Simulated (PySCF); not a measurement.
Input file:

```
{"job": {"kind": "nmr", "xc": "PBE0", "basis": "pcSseg-1"}, "charge": 0, "multiplicity": 1}
C      1.810282     0.817756    -0.355437
C      0.592123     0.056851    -0.863586
C     -0.244616    -0.577774     0.254766
N     -1.025317    -1.670124    -0.280722
C     -1.149761     0.464473     0.935631
F     -1.934347    -0.113906     1.865894
F     -0.486785     1.444611     1.562924
F     -1.983038     1.056714     0.063406
H      1.522092     1.662405     0.263931
H      2.450943     0.161950     0.229560
H      2.383634     1.193777    -1.198768
H     -0.041429     0.718397    -1.458565
H      0.915877    -0.764613    -1.504427
H      0.412642    -0.976809     1.037101
H     -1.573871    -2.124400     0.440755
H     -1.656027    -1.340363    -1.003874
```

Launched as:

```sh
OMP_NUM_THREADS=1 python probes_run.py task.json out
```

Geometry: GFN2-xTB.

Theory: PBE0/pcSseg-1, SCF density, gas phase, non-relativistic (PySCF 2.14.0).

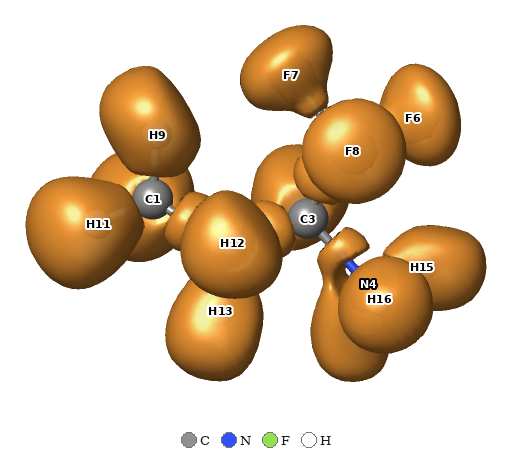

C$_{4}$H$_{8}$F$_{3}$N (SMILES CC[C@H](N)C(F)(F)F). Isosurface of the ELF at 0.75 (orange), seen across its widest extent. Only the valence region is drawn (cores and ρ < 0.01 e/Å³ removed).

Where are the electrons localised?

Answer. At this value the surface marks out three regions between bonded C–C atoms (shared pairs), six regions around hydrogen nuclei, three regions on F in which the atom's valence shell and bonds are merged and one joined region spread over several atoms (H, N), in which their bonds and any lone pairs are merged.

Values along the shortest contacts:
C–F (1.34 Å): the ELF peaks at about 0.85 between the atoms (a polar covalent bond). C–N (1.45 Å): the ELF peaks at about 0.95 between the atoms (localised, covalent bonding).
